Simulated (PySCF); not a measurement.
# CH$_{2}$FSi (SMILES C=[Si]F) (doublet): what the fields show

```yaml
atoms:
  - { symbol: C, position_ang: [-1.6088, -1.4838, -0.3700] }
  - { symbol: F, position_ang: [-0.5697, 0.8973, 0.6255] }
  - { symbol: Si, position_ang: [-1.2177, 0.2574, -0.7562] }
  - { symbol: H, position_ang: [-0.9215, -2.0753, 0.2696] }
  - { symbol: H, position_ang: [-2.1780, -2.1012, -1.0909] }
```

Geometry: PBE-D3(BJ)/def2-SVP; ⟨S²⟩ = 0.82, above the pure value of 0.75.

Computed with Gaussian-basis quantum chemistry of an isolated molecule with PySCF, energy and nuclear gradient, functional PBE0 in PySCF 2.14.0.

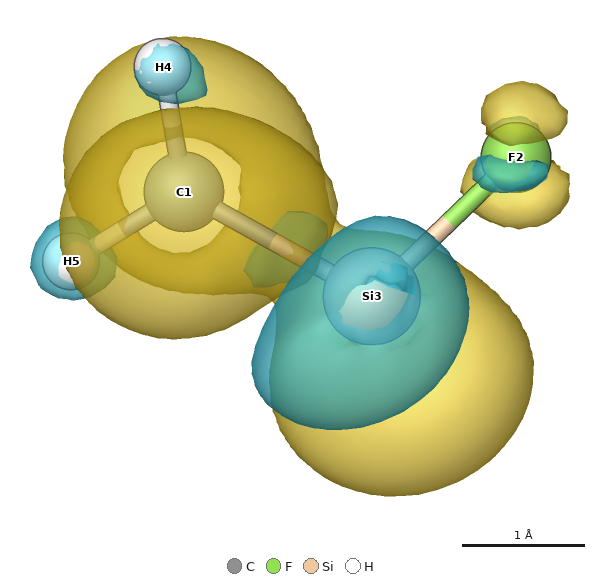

Figure 1. Isosurfaces of the spin density (α minus β) at +0.02 (yellow) and −0.02 e/Å³ (cyan), seen across its widest extent.

**Where is the unpaired spin?**

The unpaired spin (1 electron) lies mostly on C1 (about 0.6) and Si3 (about 0.3), in electrons by Hirshfeld's partition.

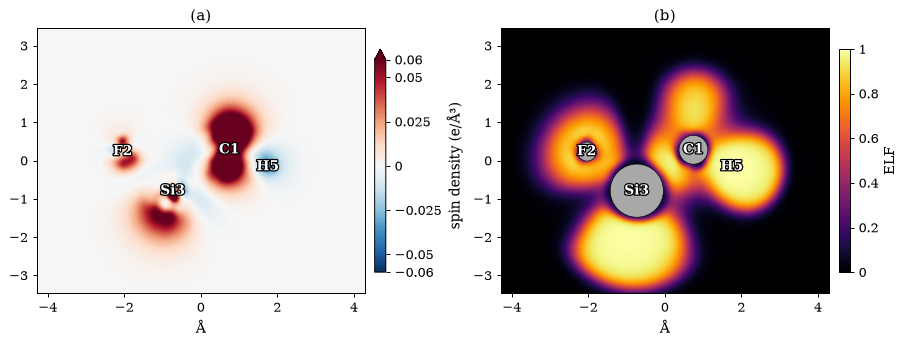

Figure 2. (a) spin density; (b) electron localisation function on the plane of atoms C1, Si3 and F2. Grey discs cover the atomic cores in the ELF map.

**What do the fields say about this system?**

The section cuts through C, F, Si and H sites. Si–F (1.65 Å): the ELF peaks at about 0.85 in the valence shell of F, 0.5 Å from its nucleus, and is about 0.50 at the midpoint. C–Si (1.83 Å): the ELF peaks at about 0.95 between the atoms, as expected for a covalent bond. C–H (1.11 Å): the ELF climbs to about 1 towards the hydrogen, as it does in any bond to H; an ordinary covalent bond to hydrogen. The ELF also peaks beside Si3 and F2, away from the bonds: non-bonding electrons, paired or unpaired.

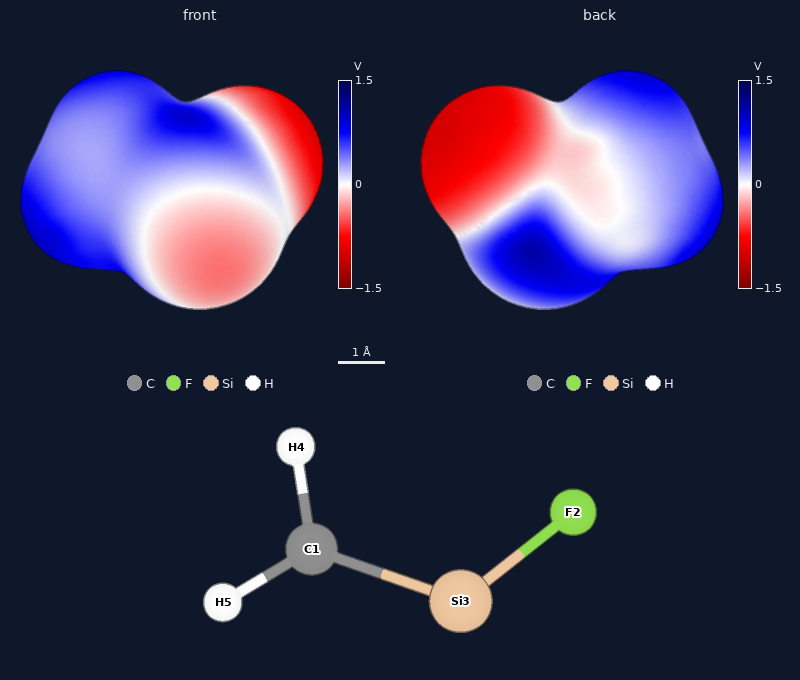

Figure 3. The electrostatic potential painted on the density surface at 0.001 e/bohr³, seen from the front and from behind; red is negative and blue positive. The bare structure is drawn below in the same view.

**Where is the surface potential most negative and most positive?**

The most negative region (about −0.9 V) lies over F2, the most positive (about +1.0 V) over Si3.

**How polar is the molecule by this calculation?**

Its dipole moment is 1.83 D.
